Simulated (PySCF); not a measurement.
**OsO2F2: how settings move a single point**

Aim: repeat the single point on relaxed OsO2F2 with altered settings, some of them bad on purpose. It is a constructed species; whether it can be made isn't addressed.

Computed with PySCF 2.14.0. Level: BP86, Os def2-SVP with ECP60, O def2-SVP, F def2-SVP; scalar-relativistic core potentials, no spin–orbit coupling.

3 further runs of the same task are left out: 2 for a known fault of the program, 1 that didn't finish.

### 1 Where the work starts

5 atoms, charge 0, spin multiplicity 3.

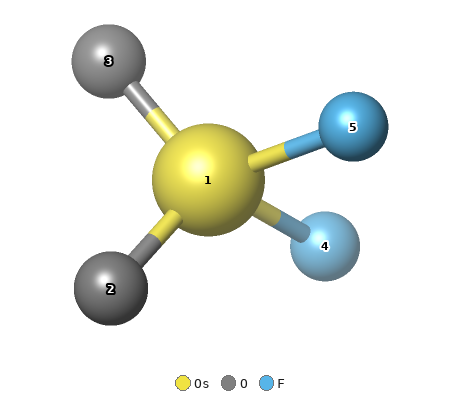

The structure; osmium yellow, oxygen grey, fluorine blue; atoms are numbered from 1 in the order of the file.

Coordinates:

```tsv
atom	x (Å)	y (Å)	z (Å)
Os1	0.0000	0.0000	0.1238
O2	0.9718	0.9718	1.1683
O3	-0.9718	-0.9718	1.1683
F4	0.9070	-0.9070	-1.2629
F5	-0.9070	0.9070	-1.2629
```

Formal oxidation states: Os +6. An earlier session relaxed this geometry at BP86, Os def2-SVP with ECP60, O def2-SVP, F def2-SVP (triplet, point group C2v).

The sound run used a (50, 194) grid (finer on f atoms), a threshold of 1e-8 and at most 55 cycles, and ended at -440.716827 Eh.

### 2 Altered run 1

run.py (the lines that set the calculation) reads:

```python
mol = gto.M(atom='''
Os     0.00000     0.00000     0.13003
O      1.02038     1.02038     1.22676
O     -1.02038    -1.02038     1.22676
F      0.95231    -0.95231    -1.32605
F     -0.95231     0.95231    -1.32605''',
    basis={'Os': 'def2-SVP', 'O': 'def2-SVP', 'F': 'def2-SVP'},
    ecp={'Os': 'def2-SVP'},
    charge=0, spin=2)
mf = dft.UKS(mol, xc='B88,P86')
mf.grids.atom_grid = (50, 194)
mf = mf.density_fit()  # fitting sets: Os def2-universal-JKFIT, O def2-universal-JKFIT, F def2-universal-JKFIT
mf.conv_tol = 1e-08; mf.max_cycle = 55
mf.kernel(dm0)  # dm0: free metal ions and neutral atoms
```

Launch:

```sh
> OMP_NUM_THREADS=2 python run.py
```

Output:

```text
init E= -450.873851404564
  HOMO = -0.158631541625  LUMO = -0.14941796121  gap/eV = 0.25071
cycle= 1 E= -438.689292058974  delta_E= 12.2  |g|= 2.38  |ddm|= 2.93
cycle= 2 E= -433.543024496021  delta_E= 5.15  |g|=  3.7  |ddm|= 4.34
cycle= 3 E= -434.133484551344  delta_E= -0.59  |g|= 3.37  |ddm|= 4.76
  HOMO = -0.272034784682  LUMO = -0.263007180927  gap/eV = 0.24565
cycle= 4 E= -440.389350586337  delta_E= -6.26  |g|= 0.882  |ddm|= 3.31
  HOMO = -0.206692329239  LUMO = -0.20209390966  gap/eV = 0.12513
cycle= 5 E= -440.644219497811  delta_E= -0.255  |g|= 0.337  |ddm|= 0.643
  HOMO = -0.273636243735  LUMO = -0.256128292598  gap/eV = 0.47642
cycle= 6 E= -440.682143871903  delta_E= -0.0379  |g|= 0.173  |ddm|= 0.414
  HOMO = -0.245172494881  LUMO = -0.233475707223  gap/eV = 0.31829
cycle= 7 E= -440.694754622732  delta_E= -0.0126  |g|= 0.0477  |ddm|= 0.191
  HOMO = -0.248545393753  LUMO = -0.234940249621  gap/eV = 0.37021
cycle= 8 E= -440.695774864973  delta_E= -0.00102  |g|= 0.0137  |ddm|= 0.0431
  HOMO = -0.249378521648  LUMO = -0.235874906771  gap/eV = 0.36745
cycle= 9 E= -440.695837724938  delta_E= -6.29e-05  |g|= 0.00553  |ddm|= 0.00693
  HOMO = -0.249371549218  LUMO = -0.23600455725  gap/eV = 0.36373
cycle= 10 E= -440.695850278923  delta_E= -1.26e-05  |g|= 0.00145  |ddm|= 0.00325
  HOMO = -0.249374674407  LUMO = -0.236074239613  gap/eV = 0.36192
cycle= 11 E= -440.695851164363  delta_E= -8.85e-07  |g|= 6.43e-05  |ddm|= 0.00105
  HOMO = -0.24937662869  LUMO = -0.236077267436  gap/eV = 0.36189
...
cycle= 3 E= -440.690602151104  delta_E= -0.0506  |g|= 0.11  |ddm|= 0.159
  HOMO = -0.249308410562  LUMO = -0.136253119194  gap/eV = 3.07639
cycle= 4 E= -440.695458241009  delta_E= -0.00486  |g|= 0.029  |ddm|= 0.0552
  HOMO = -0.249062937054  LUMO = -0.13542095518  gap/eV = 3.09236
cycle= 5 E= -440.695844869988  delta_E= -0.000387  |g|= 0.00354  |ddm|= 0.0224
  HOMO = -0.249373831996  LUMO = -0.135974386713  gap/eV = 3.08576
cycle= 6 E= -440.695835725273  delta_E= 9.14e-06  |g|= 0.00627  |ddm|= 0.00619
  HOMO = -0.249407755199  LUMO = -0.136077980155  gap/eV = 3.08386
cycle= 7 E= -440.695849445372  delta_E= -1.37e-05  |g|= 0.00191  |ddm|= 0.00337
  HOMO = -0.249350854837  LUMO = -0.136068077993  gap/eV = 3.08258
cycle= 8 E= -440.695850704497  delta_E= -1.26e-06  |g|= 0.00101  |ddm|= 0.00161
  HOMO = -0.249348083028  LUMO = -0.136061432131  gap/eV = 3.08269
cycle= 9 E= -440.69585107351  delta_E= -3.69e-07  |g|= 0.00037  |ddm|= 0.000747
  HOMO = -0.249381059014  LUMO = -0.136084031973  gap/eV = 3.08297
cycle= 10 E= -440.695851147643  delta_E= -7.41e-08  |g|= 0.000152  |ddm|= 0.00039
  HOMO = -0.24936974899  LUMO = -0.136072805306  gap/eV = 3.08297
cycle= 11 E= -440.695851165758  delta_E= -1.81e-08  |g|= 5.23e-05  |ddm|= 0.00024
  HOMO = -0.249376732959  LUMO = -0.13607667719  gap/eV = 3.08305
cycle= 12 E= -440.695851169712  delta_E= -3.95e-09  |g|= 2.75e-05  |ddm|= 0.000133
  HOMO = -0.249376222904  LUMO = -0.23607421838  gap/eV = 0.36197
Extra cycle  E= -440.695851153759  delta_E= 1.6e-08  |g|= 0.000202  |ddm|= 0.000257
converged SCF energy = -440.695851153759  <S^2> = 2.0056611  2S+1 = 3.0037717
```

Wall time 18 s (2 threads of Intel Xeon Platinum 8375C at 2.90GHz (Ice Lake), shared host).

Changed: the scale of all coordinates (1.05). It converges in 63 cycles, but only after the driver's rescue (smearing, level shift, second-order steps), +0.571 eV from the sound run, with a largest force component of 2.22 eV/Å. The setting is unsound, so these numbers aren't the compound's.

### 3 Altered run 2

run.py (the lines that set the calculation) reads:

```python
mol = gto.M(atom='''
Os     0.00000     0.00000     0.12384
O      0.97179     0.97179     1.16834
O     -0.97179    -0.97179     1.16834
F      0.90696    -0.90696    -1.26291
F     -0.90696     0.90696    -1.26291''',
    basis={'Os': 'def2-SVP', 'O': 'def2-SVP', 'F': 'def2-SVP'},
    ecp={'Os': 'def2-SVP'},
    charge=0, spin=2)
mf = dft.UKS(mol, xc='B88,P86')
mf.grids.atom_grid = (50, 194)
mf = mf.density_fit()  # fitting sets: Os def2-universal-JKFIT, O def2-universal-JKFIT, F def2-universal-JKFIT
mf.conv_tol = 1e-08; mf.max_cycle = 55
mf.kernel(dm0)  # dm0: smeared density
```

Launch:

```sh
> OMP_NUM_THREADS=2 python run.py
```

Output:

```text
init E= -440.632082044322
  HOMO = -0.218589610131  LUMO = -0.215935048448  gap/eV = 0.07223
cycle= 1 E= -440.711947275735  delta_E= -0.0799  |g|= 0.11  |ddm|= 0.586
cycle= 2 E= -440.582439606012  delta_E= 0.13  |g|= 0.594  |ddm|= 0.433
  HOMO = -0.226785932133  LUMO = -0.21899919113  gap/eV = 0.21189
cycle= 3 E= -440.715842838302  delta_E= -0.133  |g|= 0.0484  |ddm|= 0.374
  HOMO = -0.223497961361  LUMO = -0.217015647606  gap/eV = 0.17639
cycle= 4 E= -440.716640352822  delta_E= -0.000798  |g|= 0.0221  |ddm|= 0.0509
  HOMO = -0.223753217566  LUMO = -0.216149655666  gap/eV = 0.20690
cycle= 5 E= -440.716821826479  delta_E= -0.000181  |g|= 0.00349  |ddm|= 0.0157
  HOMO = -0.224608477221  LUMO = -0.216797495944  gap/eV = 0.21255
cycle= 6 E= -440.716827014156  delta_E= -5.19e-06  |g|= 0.000724  |ddm|= 0.00379
  HOMO = -0.224476996398  LUMO = -0.216654323135  gap/eV = 0.21287
cycle= 7 E= -440.71682726899  delta_E= -2.55e-07  |g|= 0.000179  |ddm|= 0.000952
  HOMO = -0.22448928062  LUMO = -0.216663102033  gap/eV = 0.21296
cycle= 8 E= -440.716827239576  delta_E= 2.94e-08  |g|= 0.00033  |ddm|= 0.000361
  HOMO = -0.224489932154  LUMO = -0.216663531108  gap/eV = 0.21297
cycle= 9 E= -440.71682728349  delta_E= -4.39e-08  |g|= 7.07e-05  |ddm|= 0.000322
  HOMO = -0.224489477131  LUMO = -0.216662887777  gap/eV = 0.21297
cycle= 10 E= -440.716827285611  delta_E= -2.12e-09  |g|= 1.24e-05  |ddm|= 6.46e-05
  HOMO = -0.224490601236  LUMO = -0.216661872454  gap/eV = 0.21303
Extra cycle  E= -440.716827284426  delta_E= 1.18e-09  |g|= 5.61e-05  |ddm|= 4.54e-05
converged SCF energy = -440.716827284426  <S^2> = 2.0036192  2S+1 = 3.0024119
```

It took 4.5 s on 2 threads of Intel Xeon Platinum 8375C at 2.90GHz (Ice Lake), shared host.

Changed: the starting guess (smeared density). It converges in 10 cycles, at the sound run's energy within 0.001 eV, with a largest force component of 0.00 eV/Å. The result survives the change.

### 4 Altered run 3

run.py (the lines that set the calculation): that of step 3 with these lines changed.

```diff
@@ -10,5 +10,5 @@
 mf = dft.UKS(mol, xc='B88,P86')
-mf.grids.atom_grid = (50, 194)
+mf.grids.atom_grid = (10, 14)
 mf = mf.density_fit()  # fitting sets: Os def2-universal-JKFIT, O def2-universal-JKFIT, F def2-universal-JKFIT
 mf.conv_tol = 1e-08; mf.max_cycle = 55
-mf.kernel(dm0)  # dm0: smeared density
+mf.kernel(dm0)  # dm0: free metal ions and neutral atoms
```

Launch:

```sh
> OMP_NUM_THREADS=2 python run.py
```

Output:

```text
init E= -451.368527571414
cycle= 1 E= -439.56421741374  delta_E= 11.8  |g|= 2.17  |ddm|= 3.24
cycle= 2 E= -435.441837586345  delta_E= 4.12  |g|= 3.45  |ddm|= 4.34
  HOMO = -0.333055737464  LUMO = -0.30422196876  gap/eV = 0.78461
cycle= 3 E= -440.307261870033  delta_E= -4.87  |g|= 1.48  |ddm|= 3.96
cycle= 4 E= -437.700271909072  delta_E= 2.61  |g|= 2.65  |ddm|= 2.96
  HOMO = -0.21107938993  LUMO = -0.199171614965  gap/eV = 0.32403
cycle= 5 E= -441.151810652861  delta_E= -3.45  |g|= 0.255  |ddm|= 2.53
  HOMO = -0.270507681758  LUMO = -0.258486370823  gap/eV = 0.32712
cycle= 6 E= -441.170452844355  delta_E= -0.0186  |g|= 0.167  |ddm|= 0.41
  HOMO = -0.24291086311  LUMO = -0.232234711232  gap/eV = 0.29051
cycle= 7 E= -441.18332679376  delta_E= -0.0129  |g|= 0.0262  |ddm|= 0.168
  HOMO = -0.244867284661  LUMO = -0.232147978221  gap/eV = 0.34611
cycle= 8 E= -441.18364289501  delta_E= -0.000316  |g|= 0.00827  |ddm|= 0.0312
  HOMO = -0.245421173404  LUMO = -0.232284267429  gap/eV = 0.35747
cycle= 9 E= -441.183683253146  delta_E= -4.04e-05  |g|= 0.003  |ddm|= 0.0123
  HOMO = -0.245583685395  LUMO = -0.232262489276  gap/eV = 0.36249
cycle= 10 E= -441.18369257638  delta_E= -9.32e-06  |g|= 0.00139  |ddm|= 0.00951
  HOMO = -0.245645896282  LUMO = -0.232251069  gap/eV = 0.36449
cycle= 11 E= -441.18369416508  delta_E= -1.59e-06  |g|= 0.000203  |ddm|= 0.0043
  HOMO = -0.245677937631  LUMO = -0.232269040465  gap/eV = 0.36487
cycle= 12 E= -441.18369420274  delta_E= -3.77e-08  |g|= 0.000137  |ddm|= 0.000873
...
cycle= 4 E= -441.183554000304  delta_E= -0.00196  |g|= 0.0163  |ddm|= 0.0399
  HOMO = -0.245531772449  LUMO = -0.131870681469  gap/eV = 3.09288
cycle= 5 E= -441.183676460246  delta_E= -0.000122  |g|= 0.00569  |ddm|= 0.0168
  HOMO = -0.245503362435  LUMO = -0.131980886516  gap/eV = 3.08910
cycle= 6 E= -441.183673453377  delta_E= 3.01e-06  |g|= 0.00692  |ddm|= 0.00758
  HOMO = -0.245653956348  LUMO = -0.132212004117  gap/eV = 3.08691
cycle= 7 E= -441.183690869489  delta_E= -1.74e-05  |g|= 0.00223  |ddm|= 0.00406
  HOMO = -0.245621933374  LUMO = -0.132224449131  gap/eV = 3.08570
cycle= 8 E= -441.183693499758  delta_E= -2.63e-06  |g|= 0.000703  |ddm|= 0.0027
  HOMO = -0.245673927524  LUMO = -0.13228373402  gap/eV = 3.08550
cycle= 9 E= -441.183694015275  delta_E= -5.16e-07  |g|= 0.000235  |ddm|= 0.00182
  HOMO = -0.245650929321  LUMO = -0.132259962782  gap/eV = 3.08553
cycle= 10 E= -441.183694144636  delta_E= -1.29e-07  |g|= 0.000125  |ddm|= 0.00106
  HOMO = -0.245677576324  LUMO = -0.132275450988  gap/eV = 3.08583
cycle= 11 E= -441.183694193782  delta_E= -4.91e-08  |g|= 5.16e-05  |ddm|= 0.000728
  HOMO = -0.245678892389  LUMO = -0.132275047731  gap/eV = 3.08588
cycle= 12 E= -441.183694206112  delta_E= -1.23e-08  |g|= 2.75e-05  |ddm|= 0.000363
  HOMO = -0.245680241874  LUMO = -0.132275283531  gap/eV = 3.08591
cycle= 13 E= -441.18369420937  delta_E= -3.26e-09  |g|= 3.02e-05  |ddm|= 0.000196
  HOMO = -0.245677671729  LUMO = -0.232275662182  gap/eV = 0.36469
Extra cycle  E= -441.183694206451  delta_E= 2.92e-09  |g|= 0.000106  |ddm|= 0.00018
converged SCF energy = -441.183694206451  <S^2> = 2.0110615  2S+1 = 3.0073653
```

Run time: 9.7 s. Hardware: 2 threads of Intel Xeon Platinum 8375C at 2.90GHz (Ice Lake), shared host.

Changed: the integration grid, to (10, 14). It converges in 69 cycles, but only after the driver's rescue (smearing, level shift, second-order steps), -12.704 eV from the sound run, with a largest force component of 12.59 eV/Å. The setting is unsound, so these numbers aren't the compound's.

### 5 Altered run 4

run.py (the lines that set the calculation): that of step 4 with these lines changed.

```diff
@@ -10,5 +10,5 @@
 mf = dft.UKS(mol, xc='B88,P86')
-mf.grids.atom_grid = (10, 14)
+mf.grids.atom_grid = (50, 194)
 mf = mf.density_fit()  # fitting sets: Os def2-universal-JKFIT, O def2-universal-JKFIT, F def2-universal-JKFIT
-mf.conv_tol = 1e-08; mf.max_cycle = 55
+mf.conv_tol = 1e-05; mf.max_cycle = 55
 mf.kernel(dm0)  # dm0: free metal ions and neutral atoms
```

Launch:

```sh
> OMP_NUM_THREADS=2 python run.py
```

Output:

```text
init E= -451.049660505093
  HOMO = -0.142826443904  LUMO = -0.134651128083  gap/eV = 0.22246
cycle= 1 E= -439.435865296754  delta_E= 11.6  |g|= 1.94  |ddm|= 2.86
cycle= 2 E= -436.68868534346  delta_E= 2.75  |g|= 3.03  |ddm|= 3.62
cycle= 3 E= -439.398351270003  delta_E= -2.71  |g|= 1.81  |ddm|= 3.22
  HOMO = -0.242173027962  LUMO = -0.218778407229  gap/eV = 0.63660
cycle= 4 E= -440.306325664962  delta_E= -0.908  |g|= 1.01  |ddm|= 1.74
cycle= 5 E= -440.698936413166  delta_E= -0.393  |g|= 0.205  |ddm|= 0.743
  HOMO = -0.23852298802  LUMO = -0.230036854113  gap/eV = 0.23092
cycle= 6 E= -440.712056156057  delta_E= -0.0131  |g|= 0.103  |ddm|= 0.254
  HOMO = -0.224192198927  LUMO = -0.217535698854  gap/eV = 0.18113
cycle= 7 E= -440.716590345549  delta_E= -0.00453  |g|= 0.0238  |ddm|= 0.0896
  HOMO = -0.224479745605  LUMO = -0.21682934333  gap/eV = 0.20818
cycle= 8 E= -440.71682194383  delta_E= -0.000232  |g|= 0.00378  |ddm|= 0.0156
  HOMO = -0.224506713884  LUMO = -0.216684579966  gap/eV = 0.21285
cycle= 9 E= -440.716827217164  delta_E= -5.27e-06  |g|= 0.000409  |ddm|= 0.0021
  HOMO = -0.224437799238  LUMO = -0.216588513531  gap/eV = 0.21359
Extra cycle  E= -440.71682606795  delta_E= 1.15e-06  |g|= 0.00178  |ddm|= 0.00138
converged SCF energy = -440.71682606795  <S^2> = 2.003613  2S+1 = 3.0024077
```

Run time: 4 s. Hardware: 2 threads of Intel Xeon Platinum 8375C at 2.90GHz (Ice Lake), shared host.

Changed: the SCF threshold (1e-05). It converges in 9 cycles, at the sound run's energy within 0.001 eV, with a largest force component of 0.00 eV/Å. The result survives the change.

### 6 Side by side

| run | changed | ending | energy change (eV) | cycles | time | usable |
| --- | --- | --- | --- | --- | --- | --- |
| 1 | the scale of all coordinates | converged | +0.571 | 63 | 18 s | no |
| 2 | the starting guess | converged | 0.000 | 10 | 4.5 s | yes |
| 3 | the integration grid | converged | -12.704 | 69 | 9.7 s | no |
| 4 | the SCF threshold | converged | 0.000 | 9 | 4 s | yes |

2 of 4 altered runs give a usable result. 2 ended normally with numbers unfit to quote.
